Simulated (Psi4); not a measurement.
**Single-point calculation of P3H3 (part 1 of 2)**

P3H3, computed with A-CCSD(T)/6-31G**, RHF (Psi4 1.11).

The geometry comes from this level: GFN2-xTB.

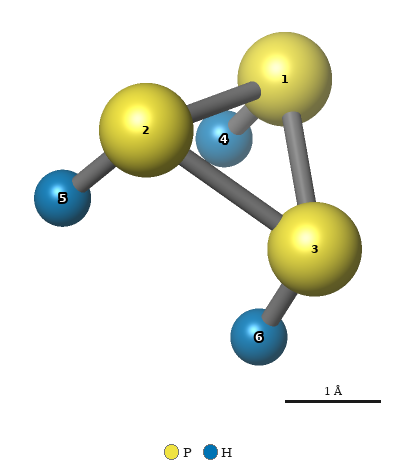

Figure 1. The structure (ball-and-stick view, seen at a tilt; atoms are numbered from 1 in the order of the input). Bond lengths as drawn: H–P 1.40 Å and P–P 2.19 Å.

Results in brief:

```json
{"quantity": "outcome", "value": "converged"}
{"quantity": "total energy", "value": "−1024.285072 hartree"}
{"quantity": "SCF energy", "value": "−1023.894764 hartree"}
{"quantity": "MP2 energy", "value": "−1024.224613 hartree"}
{"quantity": "CCSD energy", "value": "−1024.270959 hartree"}
{"quantity": "correlation energy", "value": "−0.390008 hartree"}
{"quantity": "basis functions", "value": "72"}
{"quantity": "T1 diagnostic", "value": "0.014"}
{"quantity": "HOMO of the SCF reference", "value": "−9.66 eV"}
{"quantity": "LUMO of the SCF reference", "value": "2.68 eV"}
{"quantity": "hardware", "value": "1 thread of Intel Xeon (Sapphire Rapids), 64 GiB of memory available, shared host"}
{"quantity": "wall time", "value": "19 s"}
{"quantity": "peak memory", "value": "0.36 GiB"}
```

Settings chosen away from the usual ones: diis set to false; puream set to false.

Input (job.py):
```python
import psi4

psi4.set_memory(1600000000)
psi4.set_num_threads(1)
psi4.set_output_file('h3p3.out', False)

with open('h3p3.xyz') as f:
    atoms = ''.join(f.readlines()[2:])
mol = psi4.geometry('0 1\n' + atoms + '')

psi4.set_options({
    'basis': '6-31G**',
    'scf_type': 'df',
    'freeze_core': True,
    'diis': False,
    'puream': False,
    'maxiter': 100,
})

E, wfn = psi4.energy("a-ccsd(t)", return_wfn=True)
print('E =', round(E, 9))
```

File h3p3.xyz:
```
6
H3P3
P     -0.883160    -1.010910    -0.530650
P      1.264940    -0.613230    -0.328840
P     -0.065040    -0.357260     1.397420
H     -1.258410     0.252050    -1.006560
H      1.246420     0.715670    -0.771860
H     -0.304750     1.013670     1.240500
```

Run as:
```bash
python job.py
```

What the program printed:
```
Psi4 1.11 release

   => Loading Basis Set <=

    Name: 6-31G**
    Role: ORBITAL
    Keyword: BASIS

         ---------------------------------------------------------
                                   SCF
                              RHF Reference
                        1 Threads,   1525 MiB Core
         ---------------------------------------------------------

  ==> Geometry <==

    Molecular point group: c1
    Full point group: C1

    Geometry (in Angstrom), charge = 0, multiplicity = 1:

       Center              X                  Y                   Z               Mass
    ------------   -----------------  -----------------  -----------------  -----------------
         P           -0.982085785698    -0.392069357663    -0.698659033188    30.973761998420
         P            1.166014214302     0.005610642337    -0.496849033188    30.973761998420
         P           -0.163965785698     0.261580642337     1.229410966812    30.973761998420
         H           -1.357335785698     0.870890642337    -1.174569033188     1.007825032230
         H            1.147494214302     1.334510642337    -0.939869033188     1.007825032230
         H           -0.403675785698     1.632510642337     1.072490966812     1.007825032230

  Running in c1 symmetry.

  Rotational constants: A =      0.20200  B =      0.20195  C =      0.10827 [cm^-1]
  Rotational constants: A =   6055.72520  B =   6054.24019  C =   3245.91146 [MHz]
  Nuclear repulsion =  197.727106460152783

  Charge       = 0
  Multiplicity = 1
  Electrons    = 48
  Nalpha       = 24
  Nbeta        = 24

  ==> Algorithm <==

  SCF Algorithm Type is DF.
  DIIS disabled.
  MOM disabled.
  Fractional occupation disabled.
  Guess Type is SAD.
  Energy threshold   = 1.00e-08
  Density threshold  = 1.00e-08
  Integral threshold = 1.00e-12

  ==> Primary Basis <==

  Basis Set: 6-31G**
    Blend: 6-31G**
    Number of shells: 33
    Number of basis functions: 72
    Number of Cartesian functions: 72
    Spherical Harmonics?: false
    Max angular momentum: 2

   => Loading Basis Set <=

    Name: (6-31G** AUX)
    Role: JKFIT
    Keyword: DF_BASIS_SCF

  ==> Integral Setup <==

  DFHelper Memory: AOs need 0.021 GiB; user supplied 1.118 GiB.
  SCF_SUBTYPE=INCORE selected. In-core MEM_DF algorithm will be used.
  Using in-core AOs.

  ==> MemDFJK: Density-Fitted J/K Matrices <==

    J tasked:                   Yes
    K tasked:                   Yes
    wK tasked:                   No
    Memory [MiB]:              1144
    Algorithm:                 Core
    Schwarz Cutoff:           1E-12
    Mask sparsity (%):       0.2315
    Fitting Condition:        1E-10

   => Auxiliary Basis Set <=

  Basis Set: (6-31G** AUX)
    Blend: CC-PVDZ-JKFIT
    Number of shells: 135
    Number of basis functions: 465
    Number of Cartesian functions: 465
    Spherical Harmonics?: false
    Max angular momentum: 3

  Minimum eigenvalue in the overlap matrix is 7.4644630714E-03.
  Reciprocal condition number of the overlap matrix is 1.1942207571E-03.
    Using symmetric orthogonalization.

  ==> Pre-Iterations <==

  SCF Guess: Superposition of Atomic Densities via on-the-fly atomic UHF (no occupation information).

   -------------------------
    Irrep   Nso     Nmo
   -------------------------
     A         72      72
   -------------------------
    Total      72      72
   -------------------------

  ==> Iterations <==

                           Total Energy        Delta E     RMS |[F,P]|

   @DF-RHF iter SAD: -1023.67194093260377   -1.02367e+03   0.00000e+00
   @DF-RHF iter   1: -1023.85294162444984   -1.81001e-01   2.73626e-03 ADIIS
   @DF-RHF iter   2: -1023.89099948392754   -3.80579e-02   8.71321e-04 ADIIS
   @DF-RHF iter   3: -1023.89430058869800   -3.30110e-03   2.51273e-04 ADIIS
   @DF-RHF iter   4: -1023.89469190897194   -3.91320e-04   9.83517e-05
   @DF-RHF iter   5: -1023.89475014630750   -5.82373e-05   3.70996e-05
   @DF-RHF iter   6: -1023.89476068537863   -1.05391e-05   1.65776e-05
   @DF-RHF iter   7: -1023.89476291124515   -2.22587e-06   7.43832e-06
   @DF-RHF iter   8: -1023.89476343316187   -5.21917e-07   3.59777e-06
   @DF-RHF iter   9: -1023.89476356373689   -1.30575e-07   1.75345e-06
   @DF-RHF iter  10: -1023.89476359767650   -3.39396e-08   8.88480e-07
   @DF-RHF iter  11: -1023.89476360669869   -9.02219e-09   4.48790e-07
   @DF-RHF iter  12: -1023.89476360912954   -2.43085e-09   2.32879e-07
   @DF-RHF iter  13: -1023.89476360978801   -6.58474e-10   1.19593e-07
   @DF-RHF iter  14: -1023.89476360996844   -1.80421e-10   6.27030e-08
   @DF-RHF iter  15: -1023.89476361001891   -5.04770e-11   3.24775e-08
   @DF-RHF iter  16: -1023.89476361003221   -1.33014e-11   1.70918e-08
   @DF-RHF iter  17: -1023.89476361003540   -3.18323e-12   8.89633e-09
  Energy and wave function converged.

  ==> Post-Iterations <==

    Orbital Energies [Eh]
    ---------------------

    Doubly Occupied:

       1A    -79.950925     2A    -79.950907     3A    -79.950896
       4A     -7.504502     5A     -7.504258     6A     -7.504247
       7A     -5.398334     8A     -5.397912     9A     -5.397901
      10A     -5.396819    11A     -5.396808    12A     -5.396604
      13A     -5.396240    14A     -5.396070    15A     -5.396060
      16A     -0.990708    17A     -0.758966    18A     -0.758892
      19A     -0.597087    20A     -0.454699    21A     -0.454643
      22A     -0.426691    23A     -0.354887    24A     -0.354826

    Virtual:

      25A      0.098461    26A      0.106528    27A      0.118547
      28A      0.118592    29A      0.237434    30A      0.237458
      31A      0.363493    32A      0.413145    33A      0.413171
      34A      0.433630    35A      0.464761    36A      0.465324
      37A      0.465358    38A      0.512756    39A      0.512778
      40A      0.568444    41A      0.669957    42A      0.670045
      43A      0.701805    44A      0.807518    45A      0.807573
      46A      0.866274    47A      0.891431    48A      0.891546
      49A      0.914158    50A      0.982215    51A      1.010244
      52A      1.010266    53A      1.079741    54A      1.079822
      55A      1.245853    56A      1.245868    57A      1.315510
      58A      1.366610    59A      1.496237    60A      1.496391
      61A      2.386008    62A      2.386104    63A      2.400396
      64A      2.408172    65A      2.408249    66A      2.443804
      67A      2.962680    68A      3.057088    69A      3.057448
      70A      3.761208    71A      3.878815    72A      3.878880

    Final Occupation by Irrep:
              A
    DOCC [    24 ]
    NA   [    24 ]
    NB   [    24 ]

  @DF-RHF Final Energy: -1023.89476361003540

   => Energetics <=

    Nuclear Repulsion Energy =            197.7271064601527826
    One-Electron Energy =               -1811.0639746705096513
    Two-Electron Energy =                 589.4421046003214997
    Total Energy =                      -1023.8947636100353975

Computation Completed

Properties will be evaluated at   0.000000,   0.000000,   0.000000 [a0]

Properties computed using the SCF density matrix

 Multipole Moments:

 ------------------------------------------------------------------------------------
     Multipole            Electronic (a.u.)      Nuclear  (a.u.)        Total (a.u.)
 ------------------------------------------------------------------------------------

 L = 1.  Multiply by 2.5417464519 to convert [e a0] to [Debye]
 Dipole X            :          0.4559349           -0.5935209           -0.1375859
 Dipole Y            :         -2.8507890            3.7128221            0.8620331
 Dipole Z            :          0.7742687           -1.0079867           -0.2337180
 Magnitude           :                                                    0.9036897

 ------------------------------------------------------------------------------------

	total time  =          1 seconds =       0.02 minutes
 MINTS: Wrapper to libmints.

   Calculation information:
      Number of threads:                 1
      Number of atoms:                   6
      Number of AO shells:              33
      Number of SO shells:              33
      Number of primitives:             96
      Number of atomic orbitals:        72
      Number of basis functions:        72

      Number of irreps:                  1
      Integral cutoff                 1.00e-12
      Number of functions per irrep: [  72 ]

 OEINTS: Overlap, kinetic, potential, dipole, and quadrupole integrals
         stored in file 35.

      Computing two-electron integrals...done
      Computed 3273089 non-zero two-electron integrals.
        Stored in file 33.

	Wfn Parameters:
	--------------------
	Wavefunction         = CCSD_AT
	Number of irreps     = 1
	Number of MOs        = 72
	Number of active MOs = 57
	AO-Basis             = NONE
	Semicanonical        = false
	Reference            = RHF
	Print Level          = 1
```
